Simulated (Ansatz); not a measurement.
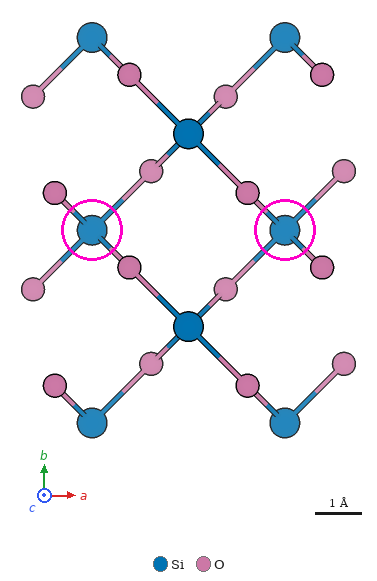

Perfect SiO2. Style: ball-and-stick. Shown: the atoms within 4.7 Å of one point, in a slice 5.0 Å thick across the line of sight, along the c axis.

Theory: DFT, PBEsol, PAW, plane waves (Ansatz 0.2.0). Set-up: plane-wave cutoff 420 eV; k-point mesh 1 × 1 × 1; mesh shifted by (0.25, 0.25, 0.25); collinear spin. Fermi-Dirac smearing of 0.01 eV. The axes drawn are those of the host's conventional cell.

Two silicon atoms are replaced by aluminium, the two sites 4.2 Å apart at the ringed places, in charge state 0. The supercell has 72 sites, and the atoms are relaxed at the host's cell.

How do the neighbours respond?

One site: in the host the Si atom has 6 O at 1.76 to 1.82 Å; the Al atom ends with 6 O at 1.84 to 1.88 Å. The other site: in the host the Si atom has 6 O at 1.76 to 1.82 Å; the Al atom ends with 6 O at 1.84 to 1.88 Å. Of the host's atoms, an oxygen atom moves furthest from its site, by 0.08 Å. The cell ends without a net magnetic moment.

The relaxed defect, seen from the same direction:

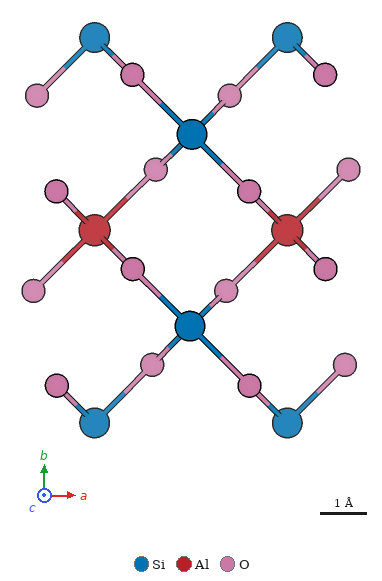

Limits of the set-up: the periodic images lie only 8.0 Å apart, so the values are limited by the cell's size.
